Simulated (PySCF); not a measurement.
**[Ce(H2O)5]3+: shape and bonding**

Aim: find the relaxed shape of [Ce(H2O)5]3+ and read charges and levels. The structure is generated, not taken from experiment.

Program: PySCF 2.14.0. Level of theory: PBE0, Ce def2-SVP with ECP28, O def2-SVP, H def2-SVP; scalar-relativistic core potentials, no spin–orbit coupling. These are calculated values, not measurements.

3 further runs of the same task are left out: 1 for a known fault of the program, 2 that didn't finish. Runs told in other sessions of the task aren't counted.

## 1. The system as given

16 atoms, charge 3, spin multiplicity 2.

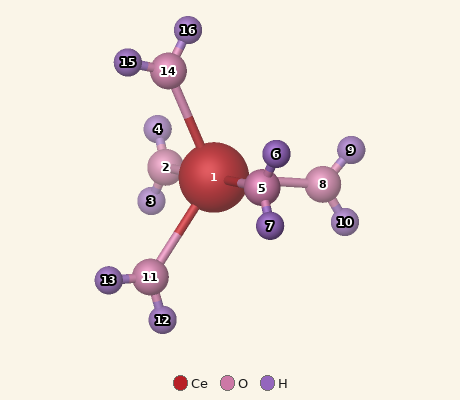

As it starts; cerium red, oxygen pink, hydrogen purple; atoms are numbered from 1 in the order of the file.

Geometry (Å):

```xyz
16
CeH10O5
Ce    0.0000    0.0000    0.0000
O     0.0000    0.0000    2.5475
H     0.0000    0.7700    3.1375
H     0.0000   -0.7700    3.1375
O     0.0000    0.0000   -2.5475
H     0.0000   -0.7700   -3.1375
H     0.0000    0.7700   -3.1375
O     2.5475    0.0000    0.0000
H     3.1375   -0.7700    0.0000
H     3.1375    0.7700    0.0000
O    -1.2737    2.2062    0.0000
H    -0.9019    3.1022    0.0000
H    -2.2356    2.3322    0.0000
O    -1.2738   -2.2062    0.0000
H    -2.2356   -2.3322    0.0000
H    -0.9019   -3.1022    0.0000
```

Formal oxidation states: Ce +3.

## 2. SCF at the start, doublet

Input file run.py (the lines that set the calculation):

```python
mol = gto.M(atom='''
Ce     0.00000     0.00000     0.00000
O      0.00000     0.00000     2.54750
H      0.00000     0.77000     3.13750
H      0.00000    -0.77000     3.13750
O      0.00000     0.00000    -2.54750
H      0.00000    -0.77000    -3.13750
H      0.00000     0.77000    -3.13750
O      2.54750     0.00000     0.00000
H      3.13750    -0.77000     0.00000
H      3.13750     0.77000     0.00000
O     -1.27370     2.20620     0.00000
H     -0.90190     3.10220     0.00000
H     -2.23560     2.33220     0.00000
O     -1.27380    -2.20620     0.00000
H     -2.23560    -2.33220     0.00000
H     -0.90190    -3.10220     0.00000''',
    basis={'Ce': 'def2-SVP', 'O': 'def2-SVP', 'H': 'def2-SVP'},
    ecp={'Ce': 'def2-SVP'},
    charge=3, spin=1)
mf = dft.UKS(mol, xc='PBE0')
mf.grids.atom_grid = (50, 194)  # f atoms: unpruned, at least (60, 302)
mf = mf.density_fit()  # fitting sets: Ce def2-universal-JKFIT, O def2-universal-JKFIT, H def2-universal-JKFIT
mf.conv_tol = 1e-08; mf.max_cycle = 55
mf.kernel(dm0)  # dm0: free metal ions and neutral atoms
```

Run with:

```sh
$ OMP_NUM_THREADS=4 python run.py
```

Log:

```text
init E= -854.945073087121
  HOMO = -0.991065260165  LUMO = -0.93454650729  gap/eV = 1.53795
cycle= 1 E= -855.008079530664  delta_E= -0.063  |g|= 1.15  |ddm|= 2.47
  HOMO = -0.438004139434  LUMO = -0.394020789547  gap/eV = 1.19685
cycle= 2 E= -855.026931546672  delta_E= -0.0189  |g|= 1.25  |ddm|= 1.77
  HOMO = -0.726795526479  LUMO = -0.513156327996  gap/eV = 5.81342
cycle= 3 E= -855.548039076963  delta_E= -0.521  |g|= 0.18  |ddm|= 0.881
  HOMO = -0.81473990612  LUMO = -0.595762315661  gap/eV = 5.95868
cycle= 4 E= -855.561534742869  delta_E= -0.0135  |g|= 0.0617  |ddm|= 0.222
  HOMO = -0.800260917626  LUMO = -0.579147224267  gap/eV = 6.01681
cycle= 5 E= -855.562582797668  delta_E= -0.00105  |g|= 0.0113  |ddm|= 0.0494
  HOMO = -0.80363970217  LUMO = -0.581798030674  gap/eV = 6.03662
cycle= 6 E= -855.562620997893  delta_E= -3.82e-05  |g|= 0.00114  |ddm|= 0.0117
  HOMO = -0.803438409941  LUMO = -0.581681995736  gap/eV = 6.03430
cycle= 7 E= -855.562622805902  delta_E= -1.81e-06  |g|= 0.000751  |ddm|= 0.00233
  HOMO = -0.80351204457  LUMO = -0.581753859395  gap/eV = 6.03435
cycle= 8 E= -855.562623336207  delta_E= -5.3e-07  |g|= 0.00041  |ddm|= 0.000945
  HOMO = -0.803583386932  LUMO = -0.581817043936  gap/eV = 6.03457
cycle= 9 E= -855.562623860899  delta_E= -5.25e-07  |g|= 0.000282  |ddm|= 0.00105
  HOMO = -0.803564008059  LUMO = -0.581801533131  gap/eV = 6.03446
cycle= 10 E= -855.562624377714  delta_E= -5.17e-07  |g|= 0.000288  |ddm|= 0.00105
  HOMO = -0.803565289721  LUMO = -0.581803574627  gap/eV = 6.03444
cycle= 11 E= -855.562624169514  delta_E= 2.08e-07  |g|= 0.000286  |ddm|= 0.00042
  HOMO = -0.803586294132  LUMO = -0.581830757312  gap/eV = 6.03428
cycle= 12 E= -855.56262002636  delta_E= 4.14e-06  |g|= 0.00021  |ddm|= 0.00997
  HOMO = -0.803692783489  LUMO = -0.581889270651  gap/eV = 6.03558
cycle= 13 E= -855.56261660261  delta_E= 3.42e-06  |g|= 0.000154  |ddm|= 0.0177
  HOMO = -0.803627239122  LUMO = -0.581859857975  gap/eV = 6.03460
cycle= 14 E= -855.562616583717  delta_E= 1.89e-08  |g|= 8.96e-05  |ddm|= 0.000539
  HOMO = -0.803593929667  LUMO = -0.58187340062  gap/eV = 6.03332
cycle= 15 E= -855.562616544217  delta_E= 3.95e-08  |g|= 4.08e-05  |ddm|= 0.00212
  HOMO = -0.803580426928  LUMO = -0.581871852126  gap/eV = 6.03300
cycle= 16 E= -855.562616544691  delta_E= -4.73e-10  |g|= 1.3e-05  |ddm|= 5.35e-05
  HOMO = -0.803571152417  LUMO = -0.581866159523  gap/eV = 6.03290
Extra cycle  E= -855.562616544683  delta_E= 7.5e-12  |g|= 1.41e-05  |ddm|= 1.66e-05
converged SCF energy = -855.562616544683  <S^2> = 0.75071552  2S+1 = 2.0007154
```

It took 4.6 min on 4 threads of Arm Neoverse V1, shared host; peak memory 2.7 GiB.

Further starts and a stability analysis followed, whose logs aren't kept: the log above is the first start alone (where DIIS fails, smearing and a level shift add cycles). The lowest solution stands, and the values below are its own:

```tsv
start	energy (Eh)	cycles
ions	-855.562617	16
smeared	-855.566674	6
```

Read off: E = -855.566674 Eh, HOMO -22.10 eV, LUMO -16.20 eV (over both spins), ⟨S²⟩ = 0.751, Mulliken charge on Ce1 +1.81 e. 

## 3. Relaxation, doublet

Steps are kept in the start's point group, C2v.

Input file run.py (the lines that set the calculation):

```python
mol = gto.M(atom='''
Ce     0.00000     0.00000     0.00000
O      0.00000     0.00000     2.54750
H      0.00003     0.77000     3.13750
H     -0.00003    -0.77000     3.13750
O      0.00000     0.00000    -2.54750
H     -0.00003    -0.77000    -3.13750
H      0.00003     0.77000    -3.13750
O      2.54750    -0.00010     0.00000
H      3.13747    -0.77012     0.00000
H      3.13753     0.76988     0.00000
O     -1.27366     2.20625     0.00000
H     -0.90178     3.10224     0.00000
H     -2.23551     2.33229     0.00000
O     -1.27384    -2.20615     0.00000
H     -2.23569    -2.33211     0.00000
H     -0.90202    -3.10216     0.00000''',
    basis={'Ce': 'def2-SVP', 'O': 'def2-SVP', 'H': 'def2-SVP'},
    ecp={'Ce': 'def2-SVP'},
    charge=3, spin=1)
mf = dft.UKS(mol, xc='PBE0')
mf.grids.atom_grid = (50, 194)  # f atoms: unpruned, at least (60, 302)
mf = mf.density_fit()  # fitting sets: Ce def2-universal-JKFIT, O def2-universal-JKFIT, H def2-universal-JKFIT
mf.conv_tol = 1e-08; mf.max_cycle = 55
mf.kernel(dm0)  # dm0: an SCF of this state at this start
# quasi-Newton relaxation in Cartesian coordinates to a largest gradient under 0.00045 Eh/bohr, steps kept in the point group
```

Run with:

```sh
$ OMP_NUM_THREADS=4 python run.py
```

The driver keeps no SCF log for this step, only its results.

Run time: 11 min. Hardware: 4 threads of Arm Neoverse V1, shared host.

Along the way:

```tsv
step	energy from step 1 (eV)	largest force component (eV/Å)
1	0.0000	1.4109
2	-0.1522	0.5521
3	-0.2880	0.2963
4	-0.3155	0.2778
5	-0.3234	0.0682
6	-0.3246	0.0636
7	-0.3262	0.0430
8	-0.3297	0.0569
9	-0.3339	0.0769
10	-0.3396	0.0675
11	-0.3444	0.0738
12	-0.3482	0.0772
13	-0.3522	0.0355
14	-0.3550	0.0527
15	-0.3558	0.0415
16	-0.3561	0.0333
17	-0.3562	0.0060
18	-0.3562	0.0039
```

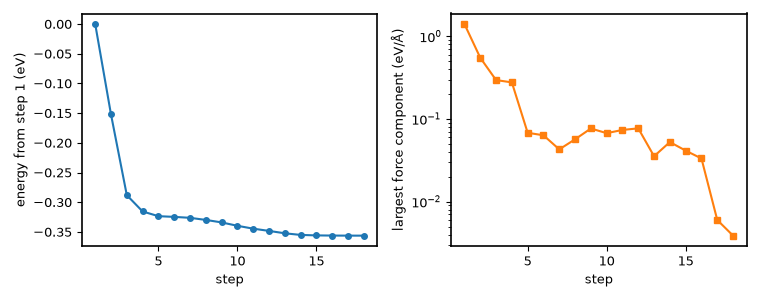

Energy and force, step by step.

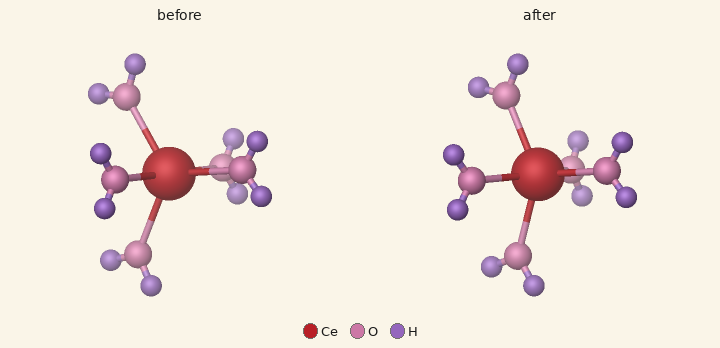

Before and after, at one scale.

Distances of close pairs at the start and the end, largest changes first:

```tsv
bond	before (Å)	after (Å)	change (Å)
Ce1–O8	2.548	2.397	-0.151
Ce1–O2	2.547	2.417	-0.130
Ce1–O5	2.547	2.417	-0.130
Ce1–O11	2.548	2.418	-0.130
Ce1–O14	2.548	2.418	-0.129
O8–H9	0.970	0.980	+0.010
O8–H10	0.970	0.980	+0.010
O11–H13	0.970	0.979	+0.009
```

It ends in C2v at E = -855.579764 Eh.

```tsv
atom	x (Å)	y (Å)	z (Å)
Ce1	0.11440	0.00000	0.00000
O2	-0.45704	0.00002	2.34898
H3	-0.58327	0.76880	2.94004
H4	-0.58333	-0.76876	2.94004
O5	-0.45704	0.00002	-2.34898
H6	-0.58333	-0.76876	-2.94004
H7	-0.58327	0.76880	-2.94004
O8	2.51124	-0.00010	0.00000
H9	3.11936	-0.76830	0.00000
H10	3.11942	0.76805	0.00000
O11	-0.78109	2.24606	0.00000
H12	-0.30338	3.10094	0.00000
H13	-1.72378	2.51125	0.00000
O14	-0.78127	-2.24600	0.00000
H15	-1.72398	-2.51111	0.00000
H16	-0.30362	-3.10092	0.00000
```

## 4. Charges, bond orders and levels

Input file run.py (the lines that set the calculation):

```python
mol = gto.M(atom='''
Ce     0.11440     0.00000     0.00000
O     -0.45704     0.00002     2.34898
H     -0.58327     0.76880     2.94004
H     -0.58333    -0.76876     2.94004
O     -0.45704     0.00002    -2.34898
H     -0.58333    -0.76876    -2.94004
H     -0.58327     0.76880    -2.94004
O      2.51124    -0.00010     0.00000
H      3.11936    -0.76830     0.00000
H      3.11942     0.76805     0.00000
O     -0.78109     2.24606     0.00000
H     -0.30338     3.10094     0.00000
H     -1.72378     2.51125     0.00000
O     -0.78127    -2.24600     0.00000
H     -1.72398    -2.51111     0.00000
H     -0.30362    -3.10092     0.00000''',
    basis={'Ce': 'def2-SVP', 'O': 'def2-SVP', 'H': 'def2-SVP'},
    ecp={'Ce': 'def2-SVP'},
    charge=3, spin=1)
mf = dft.UKS(mol, xc='PBE0')
mf.grids.atom_grid = (75, 302)  # f atoms: unpruned, at least (60, 302)
mf = mf.density_fit()  # fitting sets: Ce def2-universal-JKFIT, O def2-universal-JKFIT, H def2-universal-JKFIT
mf.conv_tol = 1e-09; mf.max_cycle = 55
mf.kernel(dm0)  # dm0: the density of the relaxed state
```

Run with:

```sh
$ OMP_NUM_THREADS=4 python run.py
```

Log:

```text
init E= -855.579823571539
  HOMO = -0.77953358583  LUMO = -0.537321473664  gap/eV = 6.59093
cycle= 1 E= -855.579823572769  delta_E= -1.23e-09  |g|= 4.36e-05  |ddm|= 0.000265
  HOMO = -0.779520770284  LUMO = -0.537310657679  gap/eV = 6.59087
cycle= 2 E= -855.579823572246  delta_E= 5.23e-10  |g|= 5.81e-05  |ddm|= 5.94e-05
  HOMO = -0.779526930599  LUMO = -0.537316224574  gap/eV = 6.59089
cycle= 3 E= -855.579823573356  delta_E= -1.11e-09  |g|= 3.99e-06  |ddm|= 3.6e-05
  HOMO = -0.779527242954  LUMO = -0.537316538832  gap/eV = 6.59089
cycle= 4 E= -855.579823573357  delta_E= -1.14e-12  |g|= 6.56e-07  |ddm|= 2.26e-06
  HOMO = -0.779527244029  LUMO = -0.537316583886  gap/eV = 6.59089
Extra cycle  E= -855.579823573357  delta_E= -4.55e-13  |g|= 7.36e-07  |ddm|= 9.72e-07
converged SCF energy = -855.579823573357  <S^2> = 0.75080385  2S+1 = 2.0008037
```

Run time: 3.6 min. Hardware: 4 threads of Arm Neoverse V1, shared host.

It gives: E = -855.579824 Eh, HOMO -21.21 eV, LUMO -15.28 eV (over both spins), ⟨S²⟩ = 0.751, Mulliken charge on Ce1 +1.73 e, largest force component 0.005 eV/Å. 

Löwdin charges:

Ce1 1.18; O2 0.02; H3 0.17; H4 0.17; O5 0.02; H6 0.17; H7 0.17; O8 0.03; H9 0.18; H10 0.18; O11 0.02; H12 0.17; H13 0.17; O14 0.02; H15 0.17; H16 0.17

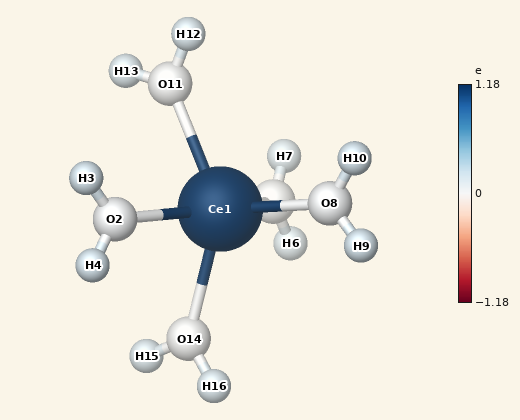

Löwdin charges, as colours on the atoms.

Mulliken charges: Ce1 +1.73, O2 -0.32, H3 +0.29, H4 +0.29, O5 -0.32, H6 +0.29, H7 +0.29, O8 -0.32, H9 +0.29, H10 +0.29, O11 -0.33, H12 +0.29, H13 +0.29, O14 -0.33, H15 +0.29, H16 +0.29 e. Spin: Ce1 +1.01.

Contacts (the nearest donor of each ligand) and Mayer bond orders:

```tsv
contact	distance (Å)	bond order
Ce1–O2 (H2O)	2.417	0.44
Ce1–O5 (H2O)	2.417	0.44
Ce1–O8 (H2O)	2.397	0.45
Ce1–O11 (H2O)	2.418	0.43
Ce1–O14 (H2O)	2.418	0.43
```

Mulliken populations of Ce1 outside the core potential: s 4.14, p 12.20, d 10.75, f 1.16.

Orbitals, density, ELF and potential are computed afterwards from the orbital file.

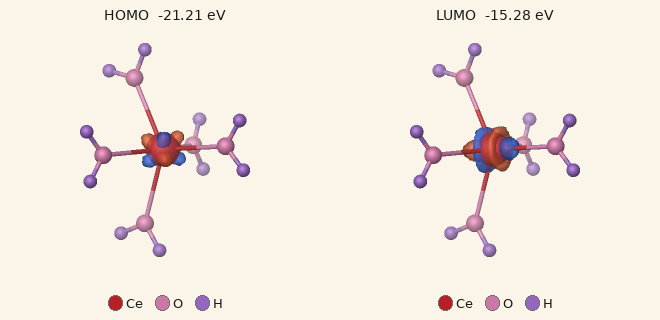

PBE0 orbitals (alpha spin) near the gap, drawn at the value that encloses 70 % of each; the two colours are the two signs.

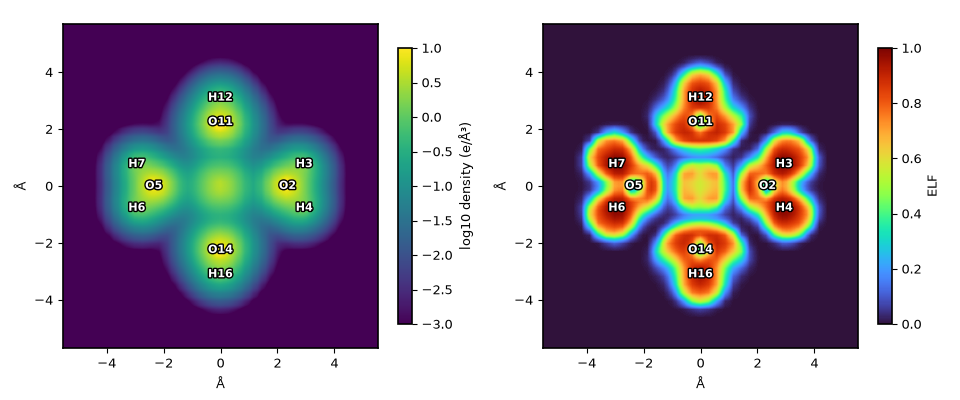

Density (left) and ELF (right) in a plane through or near 10 of the atoms.

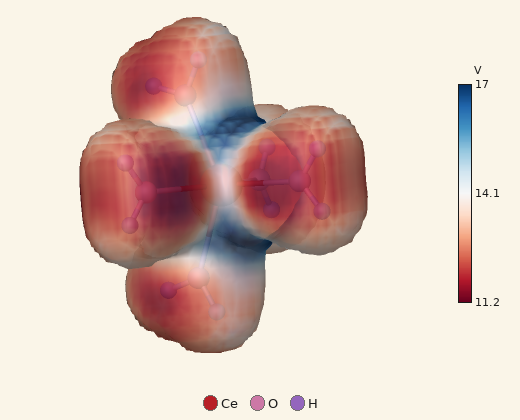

Electrostatic potential on the surface of density 0.002 e/bohr³; red is low, blue high. It runs from 11.19 V near O8 to 17.04 V near Ce1.

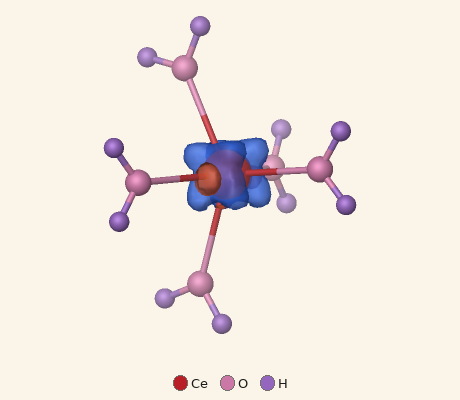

Spin density at ±0.1 e/Å³ (alpha excess blue, beta excess red).

## 5. Summary of results

| quantity | value |
| --- | --- |
| state and point group | doublet, C2v |
| metal–ligand contacts | 2.40 to 2.42 Å |
| frontier levels | HOMO -21.21 eV, LUMO -15.28 eV (over both spins) |
| dipole about the centre of mass | 0.31 D |
| mean polarisability | 7.2 Å³ |

The metal carries +1.18 e by Löwdin's partition against a formal +3, and bond orders to the nearest donors reach 0.45. Both measures hang on the basis. No vibrations are shown for the final structure, so this session doesn't show it to be a minimum. One start shape was tried, so another isomer may lie lower. The bases are small and lack diffuse functions. Spin–orbit coupling is left out for this open shell, where it can reorder the states. Open shells may have lower solutions than the one found.
